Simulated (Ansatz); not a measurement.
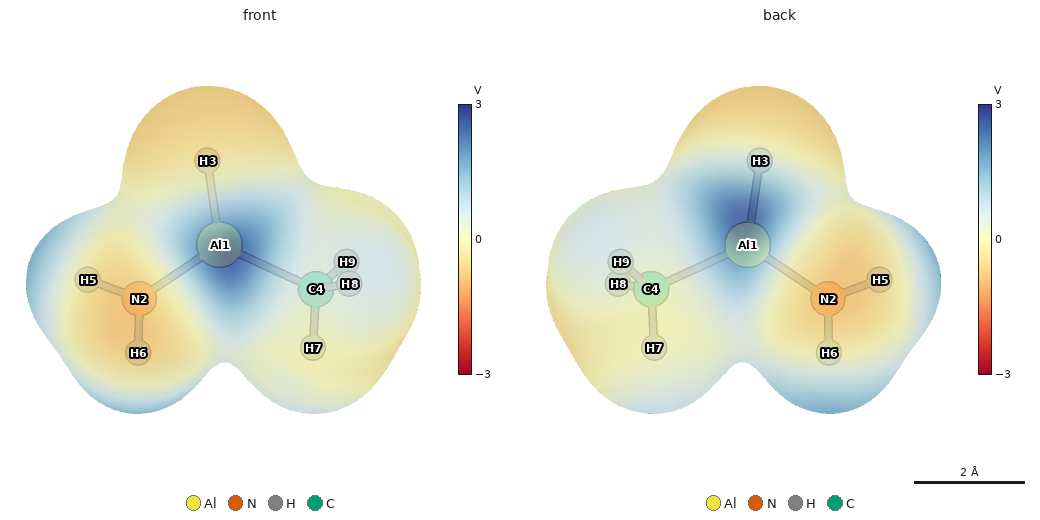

Figure 1: CH₆AlN. The electrostatic potential painted on the density surface at 0.002 e/bohr³, seen from the front and from behind; red is negative and blue positive.

The reactant side of a reaction path; geometry: PBE0-D4/def2-TZVP.

Computed with RKS PBE0-D4/def2-TZVPP (Ansatz 0.2.0).

The calculation's input:

```
crystal:
  periodic: [false, false, false]
  atoms:
    - {symbol: Al, position_ang: [-0.705466, -0.128660, -0.031668]}
    - {symbol: N, position_ang: [-0.117412, -1.658741, 0.636295]}
    - {symbol: H, position_ang: [-2.272833, -0.014804, -0.258568]}
    - {symbol: C, position_ang: [0.551869, 1.302244, -0.446076]}
    - {symbol: H, position_ang: [-0.705129, -2.441267, 0.874297]}
    - {symbol: H, position_ang: [0.845869, -1.876782, 0.833682]}
    - {symbol: H, position_ang: [1.587097, 1.032976, -0.221475]}
    - {symbol: H, position_ang: [0.314157, 2.209647, 0.118666]}
    - {symbol: H, position_ang: [0.501548, 1.575386, -1.505153]}
basis:
  gaussian: {orbitals: def2-TZVPP}
hamiltonian: {xc: pbe0, dispersion: d4}
output: {orbitals: {seedname: orbitals}}
```

Launched as:

```sh
ansatz run in.yaml --threads 2 --pin off --events-out ev --progress --plain --max-ram 4352MiB
```

Which sites attract a positive test charge, and which a negative one?

Answer. A positive charge is drawn to the negative regions and a negative charge to the positive ones. The most negative region (about −0.9 V) lies over N2, the most positive (about +2.6 V) over Al1.
